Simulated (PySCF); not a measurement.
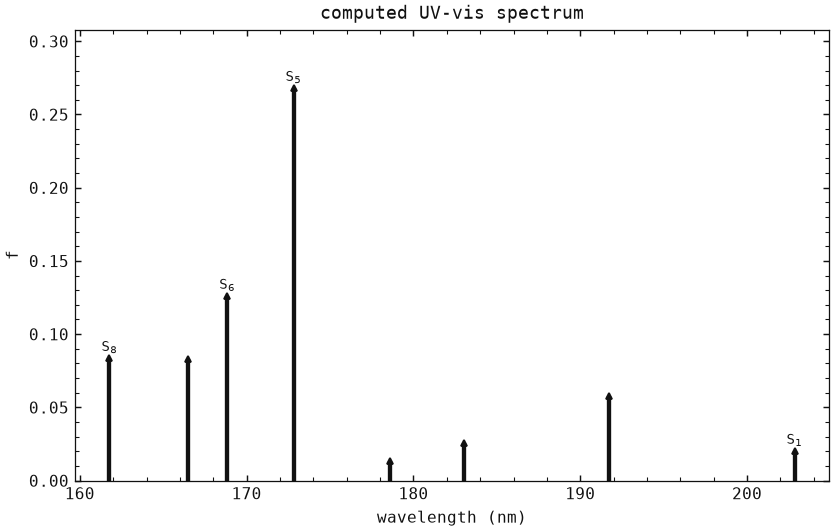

Vertical TDDFT excitations, CAM-B3LYP/def2-SVPD, PySCF, at a GFN2-xTB geometry (no frequency check), gas phase. Only the first 8 singlet excitations are included.

### Whose absorption spectrum is this?
A. C₃H₁₀OSSi₂, SMILES [SiH3]S[C@@H]1CCO[SiH2]1
B. C₃H₉FGeSi, SMILES C=CC[SiH2][GeH2][F], singlet
C. C₅H₁₁BO, SMILES B[C@H]1CCCOC1

B. Its lowest singlet lies at 6.11 eV (f = 0.020) and the brightest of those computed is S5 at 7.17 eV (173 nm), f = 0.268, mainly HOMO → LUMO+2 (61 %).

Note: the tight-binding geometry is rougher than a DFT one and adds to the error; one conformer of a flexible molecule; core orbitals are frozen in the response.
